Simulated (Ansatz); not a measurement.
# Run report: C2H19NO8, geometry relaxation (part 3 of 3)

C2H19NO8 (disordered cell, 30 atoms in the cell); DFT PBE-D3(BJ), scalar-relativistic, plane waves, PAW, no spin polarisation (Ansatz 0.2.0); cutoff 420 eV, 1×1×1 k-mesh, Fermi–Dirac smearing of 0.02 eV. It belongs to a series of runs on one base structure; here: start relaxed.

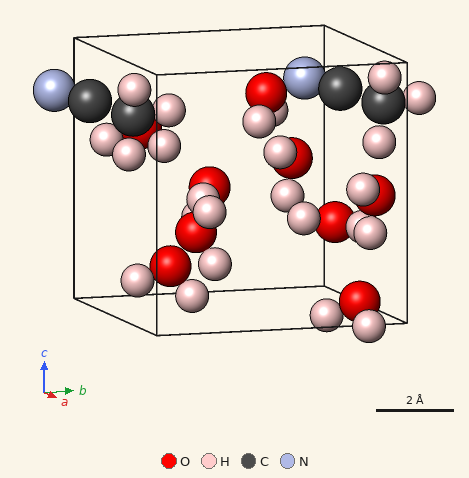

*The geometry at step 11 of the log (spheres-only view of the cell of the calculation, seen slightly off an axis).*

Trajectory as extended XYZ, continued
```
30
Lattice="6.8894 0.0000 0.0000 0.0000 6.8894 0.0000 0.0000 0.0000 6.8894" Properties=species:S:1:pos:R:3:forces:R:3 step=7 energy=-5730.21829
O     6.7172    5.7208    3.3289    0.6255  -0.8394  -0.1878
H     7.0011    5.9112    2.4023   -0.2352  -0.1159   0.2087
H     7.1958    4.8693    3.5176   -0.4074   1.0767  -0.0853
O     1.2015    2.1035    0.9952    0.1198   0.1568   0.0661
H     1.6114    2.6210    0.2802   -0.1537  -0.0261   0.0581
H     0.9899    1.2533    0.5808    0.0416  -0.1201  -0.0192
O     2.6897    2.8114    3.3753   -0.1339  -0.0814  -0.2110
H     2.2975    2.3509    2.5942   -0.0319   0.2449   0.0530
H     3.6136    2.4888    3.3435   -0.0731  -0.0394  -0.1052
O     3.1703    6.0842    2.4068    0.4106  -0.1159  -0.2016
H     4.0141    6.4979    2.1293   -0.2738   0.0789   0.1396
H     3.3694    5.1316    2.4116   -0.1558   0.0471   0.0591
O     5.0178    1.5641    2.2877    3.5047  -0.1216  -0.7796
H     5.9182    1.3806    2.7841   -2.2371   0.5088  -0.7251
H     5.4396    1.7894    1.3803   -1.1417  -0.2356   1.5989
O     6.6220    6.0500    7.2904    0.1589  -0.8875  -0.3958
H     7.4126    6.0272    6.6832   -0.2305  -0.1947   0.3642
H     6.2196    5.1540    7.1177    0.2065   0.8628   0.1251
O     4.8231    3.6833    5.7161    0.2263  -0.0556  -0.0906
H     5.3839    3.4118    4.9617   -0.0403  -0.0157   0.2861
H     4.0570    4.1272    5.3147   -0.0229   0.0260   0.0004
O     0.2605    1.9671    4.6853    0.0358  -0.2287  -0.1053
H     1.0659    2.4540    4.4104    0.2297  -0.0884  -0.1067
H     0.5057    1.0378    4.4984   -0.1265   0.0808   0.0658
C     4.3283    0.3273    5.4213   -0.1607  -0.1634  -0.0534
C     3.1475   -0.4672    5.6532   -0.0565   0.0986  -0.0044
N     2.2198   -1.1431    5.8366   -0.0799   0.0643   0.0358
H     4.7193    0.0693    4.4323    0.0013   0.0240  -0.0885
H     4.1076    1.3966    5.4730   -0.0631   0.0358   0.0358
H     5.0901    0.0703    6.1675    0.0622   0.0231   0.0623
30
Lattice="6.8894 0.0000 0.0000 0.0000 6.8894 0.0000 0.0000 0.0000 6.8894" Properties=species:S:1:pos:R:3:forces:R:3 step=8 energy=-5730.59278
O     6.6959    5.7445    3.3149    0.6144  -0.7798   0.3779
H     6.9402    5.8585    2.3748   -0.1311   0.0824  -0.2250
H     7.2985    5.0103    3.5988   -0.4861   0.8355  -0.1512
O     1.1900    2.1112    0.9980    0.0745   0.0250  -0.1141
H     1.5020    2.6591    0.2556   -0.1306  -0.0590   0.0998
H     1.0350    1.2366    0.5975    0.0267   0.0553   0.1192
O     2.7136    2.8042    3.3374   -0.1671   0.0993   0.0117
H     2.2748    2.4159    2.5480   -0.1166   0.1022  -0.1680
H     3.6123    2.4276    3.2626    0.0934  -0.1213  -0.1167
O     3.1519    6.0669    2.3398    0.2787  -0.1786  -0.0781
H     4.0106    6.4980    2.1646   -0.1078   0.1108   0.0305
H     3.3728    5.1221    2.4235   -0.1395   0.0790   0.0258
O     5.0738    1.4864    2.2564    1.9073   0.7615   0.1294
H     5.8976    1.5479    2.8485   -1.2267  -0.1870  -0.6073
H     5.4461    1.9123    1.4353   -0.5703  -0.4273   0.6583
O     6.6486    6.0183    7.2927   -0.3574  -0.6040  -0.0200
H     7.4301    5.9037    6.7111    0.3219  -0.0751  -0.0080
H     6.1294    5.2047    7.0811    0.1097   0.4290   0.1089
O     4.8515    3.6761    5.7739    0.0586   0.0908  -0.0449
H     5.4361    3.3672    5.0563    0.0594  -0.0328   0.1553
H     4.1199    4.1373    5.3225    0.0862  -0.0945   0.0818
O     0.2894    1.9436    4.6448   -0.1280  -0.1503  -0.0526
H     1.1263    2.3664    4.3623    0.2845   0.0220  -0.1647
H     0.4759    0.9949    4.5081   -0.1265  -0.0504  -0.0025
C     4.3047    0.3258    5.4174   -0.1097  -0.1484  -0.0451
C     3.1315   -0.4783    5.6539   -0.0955   0.0347   0.0177
N     2.2113   -1.1633    5.8408   -0.0206   0.0613  -0.0313
H     4.6883    0.0827    4.4213    0.0150   0.0264  -0.0774
H     4.0748    1.3927    5.4833   -0.0624   0.0342   0.0369
H     5.0774    0.0705    6.1543    0.0456   0.0548   0.0510
30
Lattice="6.8894 0.0000 0.0000 0.0000 6.8894 0.0000 0.0000 0.0000 6.8894" Properties=species:S:1:pos:R:3:forces:R:3 step=9 energy=-5730.86778
O     6.7632    5.8813    3.3908    0.5721  -0.6038  -0.0499
H     6.8869    5.8854    2.4111   -0.1738   0.0874   0.1112
H     7.3837    5.1706    3.6816   -0.3763   0.6880  -0.1032
O     1.1671    2.2249    0.9524    0.0452  -0.0148  -0.1744
H     1.4265    2.7790    0.1937   -0.1192  -0.0719   0.1147
H     1.0613    1.3340    0.5703    0.0380   0.1073   0.0978
O     2.7036    2.8148    3.2788   -0.1937   0.0483  -0.1016
H     2.2430    2.5269    2.4535   -0.0190   0.1239   0.0188
H     3.5851    2.4003    3.1669    0.0753  -0.1053  -0.1043
O     3.2367    6.1074    2.3304    0.2378  -0.2176  -0.0848
H     4.1034    6.5292    2.1746   -0.0918   0.1235   0.0113
H     3.4407    5.1595    2.4208   -0.1308   0.0823   0.0154
O     5.1164    1.5391    2.3090    1.4529   0.6486   0.1136
H     5.9173    1.6115    2.9192   -0.9007  -0.1620  -0.3846
H     5.4903    1.9724    1.5000   -0.4720  -0.3390   0.4462
O     6.5583    5.9249    7.3529   -0.3031  -0.5217   0.0187
H     7.3471    5.8608    6.7722    0.2214  -0.0503   0.0148
H     6.0496    5.1221    7.0820    0.1178   0.3206   0.0853
O     5.0133    3.6469    5.8700   -0.0134   0.1271  -0.0511
H     5.5805    3.2801    5.1639    0.0569  -0.0534   0.1462
H     4.2849    4.0963    5.4009    0.1294  -0.1255   0.0697
O     0.2959    1.8310    4.5531   -0.0782  -0.0655  -0.0518
H     1.1480    2.2223    4.2621    0.2195   0.0610  -0.1512
H     0.4276    0.8760    4.3833   -0.1495  -0.1424  -0.0300
C     4.2294    0.2657    5.4071   -0.0436  -0.1381  -0.0319
C     3.0296   -0.5050    5.6304   -0.0706  -0.0243   0.0352
N     2.0874   -1.1628    5.8074    0.0389   0.0627   0.0011
H     4.6376   -0.0088    4.4270   -0.0083   0.0686  -0.0131
H     4.0175    1.3382    5.4401   -0.0609   0.0336   0.0068
H     4.9782    0.0198    6.1739   -0.0008   0.0520   0.0252
30
Lattice="6.8894 0.0000 0.0000 0.0000 6.8894 0.0000 0.0000 0.0000 6.8894" Properties=species:S:1:pos:R:3:forces:R:3 step=10 energy=-5731.07334
O     6.7818    5.9395    3.4034    0.5923  -0.4469  -0.2397
H     6.8223    5.8806    2.4096   -0.0795   0.0696   0.4044
H     7.4983    5.3314    3.7038   -0.4664   0.5245  -0.1899
O     1.1448    2.2550    0.9400    0.0333  -0.0647  -0.2825
H     1.3470    2.8091    0.1625   -0.1014  -0.1044   0.1580
H     1.0964    1.3478    0.5809    0.0352   0.1872   0.1204
O     2.6935    2.8349    3.2377   -0.1434  -0.0655  -0.1906
H     2.2077    2.6123    2.4022    0.0641   0.1223   0.1300
H     3.5556    2.3802    3.0955    0.0129  -0.0080  -0.0727
O     3.2462    6.0924    2.2450    0.4098  -0.1805   0.0025
H     4.1111    6.5501    2.1839   -0.2329   0.0050  -0.0041
H     3.4755    5.1595    2.4202   -0.1441   0.1804  -0.0448
O     5.1501    1.5930    2.3637    0.4359   0.2607  -0.0066
H     5.9309    1.6766    2.9684   -0.2455  -0.0463   0.0046
H     5.4987    1.9889    1.5395   -0.1993  -0.0958   0.1244
O     6.5403    5.8294    7.3989   -0.1863  -0.3528  -0.0297
H     7.3518    5.7854    6.8460    0.1125  -0.0246   0.0624
H     6.0169    5.0685    7.0480    0.0723   0.1981   0.0926
O     5.0797    3.6765    5.9311   -0.0786  -0.0294  -0.4569
H     5.6577    3.2065    5.2868   -0.0830   0.1277   0.2784
H     4.3470    4.0383    5.3855    0.3579  -0.1881   0.2742
O     0.3036    1.7948    4.4919   -0.0053  -0.1452  -0.0433
H     1.1757    2.1293    4.1752    0.0673   0.0828  -0.0826
H     0.3525    0.8283    4.3100   -0.1074  -0.0270  -0.0317
C     4.2012    0.2652    5.4150   -0.0095  -0.0948  -0.0107
C     3.0095   -0.5173    5.6455   -0.0499  -0.0632   0.0539
N     2.0738   -1.1825    5.8290    0.0405   0.0783  -0.0299
H     4.6126   -0.0021    4.4332   -0.0068   0.0619   0.0197
H     3.9720    1.3351    5.4439   -0.0620   0.0238  -0.0068
H     4.9561    0.0370    6.1833   -0.0308   0.0160  -0.0034
30
Lattice="6.8894 0.0000 0.0000 0.0000 6.8894 0.0000 0.0000 0.0000 6.8894" Properties=species:S:1:pos:R:3:forces:R:3 step=11 energy=-5731.20586
O     6.8329    6.0163    3.4149    0.2112  -0.1913  -0.4723
H     6.8035    5.9058    2.4205   -0.0291   0.0724   0.5071
H     7.5770    5.4524    3.6998   -0.1329   0.1819  -0.0585
O     1.1068    2.2912    0.9003    0.0470  -0.2255  -0.2399
H     1.2514    2.8388    0.1077   -0.0554  -0.0876   0.0838
H     1.1498    1.3693    0.5718   -0.0178   0.3333   0.1251
O     2.6576    2.8552    3.1820   -0.1507  -0.0358  -0.3111
H     2.1641    2.7027    2.3330    0.0955   0.0711   0.2231
H     3.5130    2.3952    3.0050    0.0070   0.0018   0.0225
O     3.2850    6.0984    2.1975    0.2903  -0.0899   0.0063
H     4.1438    6.5676    2.1718   -0.1726  -0.0089  -0.0086
H     3.5114    5.1667    2.3713   -0.0953   0.1110  -0.0209
O     5.1514    1.6568    2.4055   -0.2756   0.0817  -0.0875
H     5.8899    1.7850    3.0374    0.2308  -0.0273   0.2344
H     5.4810    2.0670    1.5891    0.0200   0.0082  -0.1115
O     6.5073    5.7139    7.4633    0.0614  -0.1854  -0.0825
H     7.3402    5.6915    6.9352   -0.0834   0.0231   0.1120
H     5.9921    4.9731    7.0635    0.0524   0.0659   0.0975
O     5.1994    3.5717    5.9989    0.0310   0.0172  -0.5944
H     5.8368    3.1681    5.3586   -0.2299   0.0295   0.3550
H     4.4955    3.9469    5.4264    0.2985  -0.1667   0.2787
O     0.3024    1.7501    4.4556    0.1322   0.0438  -0.1191
H     1.1534    2.1026    4.0918   -0.0355   0.0102   0.0251
H     0.3222    0.7924    4.2030   -0.1188  -0.0084  -0.0093
C     4.1522    0.2554    5.4370    0.0016  -0.0670   0.0060
C     2.9681   -0.5406    5.6648    0.0124  -0.0853   0.0311
N     2.0376   -1.2129    5.8456   -0.0028   0.0425   0.0026
H     4.5727    0.0017    4.4551   -0.0259   0.0529   0.0324
H     3.9034    1.3222    5.4646   -0.0153   0.0135  -0.0065
H     4.9079    0.0393    6.2088   -0.0503   0.0190  -0.0206
30
Lattice="6.8894 0.0000 0.0000 0.0000 6.8894 0.0000 0.0000 0.0000 6.8894" Properties=species:S:1:pos:R:3:forces:R:3 step=12 energy=-5731.28782
O     6.8606    6.0739    3.4322    0.1111  -0.0690  -0.3476
H     6.8128    5.9259    2.4466   -0.0160   0.0471   0.3568
H     7.6192    5.5377    3.7238   -0.0580   0.0880  -0.0247
O     1.0838    2.3350    0.8313    0.0429  -0.2101  -0.1654
H     1.2359    2.8630    0.0277   -0.0432  -0.0540   0.0675
H     1.1266    1.4066    0.5282   -0.0035   0.2581   0.0797
O     2.6090    2.9091    3.1209   -0.1138  -0.0493  -0.2207
H     2.1268    2.7543    2.2682    0.0589   0.0675   0.1644
H     3.4663    2.4453    2.9622    0.0075   0.0123   0.0248
O     3.2866    6.1047    2.2051    0.1895  -0.0504   0.0036
H     4.1444    6.5703    2.1611   -0.1099  -0.0008   0.0010
H     3.5056    5.1710    2.3715   -0.0735   0.0632  -0.0151
O     5.1169    1.7187    2.4140   -0.1598   0.0261  -0.0409
H     5.8616    1.8207    3.0492    0.1072   0.0335   0.1036
H     5.4639    2.1048    1.5923    0.0089   0.0272  -0.0894
O     6.5217    5.6365    7.5155    0.0398  -0.1033  -0.0510
H     7.3573    5.6385    6.9921   -0.0928   0.0022   0.0938
H     6.0325    4.8760    7.1218    0.0617   0.0593   0.0680
O     5.2982    3.4735    6.0392    0.0413  -0.0548  -0.4454
H     5.9276    3.0060    5.4327   -0.1644   0.0677   0.2480
H     4.6300    3.8591    5.4378    0.2105  -0.1112   0.2040
O     0.2777    1.8052    4.4140    0.0746  -0.0110  -0.0506
H     1.1296    2.1511    4.0468    0.0052   0.0821  -0.0198
H     0.2834    0.8466    4.1581   -0.0719  -0.0798   0.0181
C     4.1315    0.2303    5.4512   -0.0147  -0.0308  -0.0095
C     2.9569   -0.5759    5.6916    0.0295  -0.0767   0.0133
N     2.0308   -1.2509    5.8832   -0.0082   0.0348  -0.0080
H     4.5370   -0.0007    4.4584   -0.0302   0.0147   0.0097
H     3.8753    1.2950    5.4961   -0.0171   0.0224   0.0125
H     4.9005    0.0126    6.2068   -0.0119  -0.0053   0.0191
30
Lattice="6.8894 0.0000 0.0000 0.0000 6.8894 0.0000 0.0000 0.0000 6.8894" Properties=species:S:1:pos:R:3:forces:R:3 step=13 energy=-5731.34856
O     6.9174    6.1296    3.4513   -0.0206  -0.0176  -0.2033
H     6.8176    5.9326    2.4819    0.0204   0.0433   0.1876
H     7.6953    5.6195    3.7292    0.0193  -0.0102   0.0100
O     1.0737    2.3233    0.7766    0.0622  -0.0905  -0.2032
H     1.1543    2.8835   -0.0176   -0.0035  -0.1221   0.1248
H     1.1879    1.4094    0.4532   -0.0224   0.2157   0.0702
O     2.5547    2.9750    3.0617   -0.0607   0.0056  -0.0726
H     2.0864    2.8085    2.2075    0.0185   0.0204   0.0320
H     3.4205    2.5198    2.9239    0.0045   0.0128  -0.0037
O     3.2896    6.1352    2.1869    0.0942  -0.0136   0.0300
H     4.1592    6.5774    2.1901   -0.0771  -0.0084  -0.0429
H     3.4641    5.1940    2.3602   -0.0298   0.0292  -0.0090
O     5.0753    1.8217    2.3912    0.0492   0.0479   0.0261
H     5.8330    1.9215    3.0197   -0.0317  -0.0190  -0.0222
H     5.4230    2.1758    1.5525   -0.0358  -0.0236  -0.0034
O     6.5128    5.5578    7.5864    0.0097  -0.1290  -0.0362
H     7.3526    5.6003    7.0727   -0.1042  -0.0220   0.0510
H     6.0753    4.7595    7.2047    0.0748   0.1294   0.0526
O     5.4093    3.3557    6.0681    0.0077  -0.0300  -0.1603
H     6.0340    2.8563    5.4826   -0.0920   0.0527   0.0565
H     4.7853    3.7807    5.4522    0.1278  -0.0726   0.1006
O     0.2632    1.8456    4.3541    0.0374  -0.0234   0.0053
H     1.1017    2.2069    3.9702    0.0498   0.0872   0.0089
H     0.2825    0.8791    4.1206   -0.0896  -0.0455  -0.0427
C     4.1000    0.1894    5.4845   -0.0091   0.0188  -0.0347
C     2.9293   -0.6203    5.7303    0.0558  -0.0442   0.0026
N     2.0012   -1.2908    5.9267   -0.0315   0.0171   0.0033
H     4.4798   -0.0065    4.4737   -0.0272   0.0096   0.0310
H     3.8463    1.2541    5.5677    0.0054  -0.0090   0.0225
H     4.8847   -0.0506    6.2166   -0.0010  -0.0096   0.0200
30
Lattice="6.8894 0.0000 0.0000 0.0000 6.8894 0.0000 0.0000 0.0000 6.8894" Properties=species:S:1:pos:R:3:forces:R:3 step=14 energy=-5731.34857
O     6.9174    6.1296    3.4513   -0.0206  -0.0169  -0.2029
H     6.8176    5.9326    2.4819    0.0202   0.0435   0.1877
H     7.6953    5.6195    3.7292    0.0202  -0.0100   0.0102
O     1.0737    2.3233    0.7766    0.0620  -0.0913  -0.2043
H     1.1543    2.8835   -0.0176   -0.0043  -0.1217   0.1241
H     1.1879    1.4094    0.4532   -0.0217   0.2161   0.0701
O     2.5547    2.9750    3.0617   -0.0608   0.0059  -0.0727
H     2.0864    2.8085    2.2075    0.0185   0.0203   0.0318
H     3.4205    2.5198    2.9239    0.0041   0.0132  -0.0034
O     3.2896    6.1352    2.1869    0.0943  -0.0130   0.0300
H     4.1592    6.5774    2.1901   -0.0768  -0.0082  -0.0426
H     3.4641    5.1940    2.3602   -0.0300   0.0292  -0.0090
O     5.0753    1.8217    2.3912    0.0494   0.0484   0.0266
H     5.8330    1.9215    3.0197   -0.0323  -0.0189  -0.0226
H     5.4230    2.1758    1.5525   -0.0360  -0.0233  -0.0036
O     6.5128    5.5578    7.5864    0.0098  -0.1297  -0.0357
H     7.3526    5.6003    7.0727   -0.1043  -0.0219   0.0511
H     6.0753    4.7595    7.2047    0.0749   0.1289   0.0526
O     5.4093    3.3557    6.0681    0.0072  -0.0299  -0.1587
H     6.0340    2.8563    5.4826   -0.0907   0.0514   0.0556
H     4.7853    3.7807    5.4522    0.1281  -0.0721   0.1005
O     0.2632    1.8456    4.3541    0.0378  -0.0239   0.0050
H     1.1017    2.2069    3.9702    0.0497   0.0874   0.0086
H     0.2825    0.8791    4.1206   -0.0895  -0.0451  -0.0427
C     4.1000    0.1894    5.4845   -0.0087   0.0192  -0.0355
C     2.9293   -0.6203    5.7303    0.0552  -0.0448   0.0027
N     2.0012   -1.2908    5.9267   -0.0326   0.0167   0.0032
H     4.4798   -0.0065    4.4737   -0.0275   0.0097   0.0318
H     3.8463    1.2541    5.5677    0.0056  -0.0096   0.0224
H     4.8847   -0.0506    6.2166   -0.0011  -0.0094   0.0196
```

Summary

- outcome: converged
- electrons treated: 80
- free energy: −5731.3486 eV
- Fermi energy: −0.369 eV
- final volume: 327.00 Å³
- largest force (length of the vector) at the end: 0.232 eV/Å
- hardware: 1 thread of Intel Xeon (Sapphire Rapids), 16 GiB of memory available, shared host
- wall time: 23 s
- peak memory: 0.43 GiB

Notes

The input asks for low accuracy. The k-point mesh is coarse for a cell of this size, so the results may not be converged.
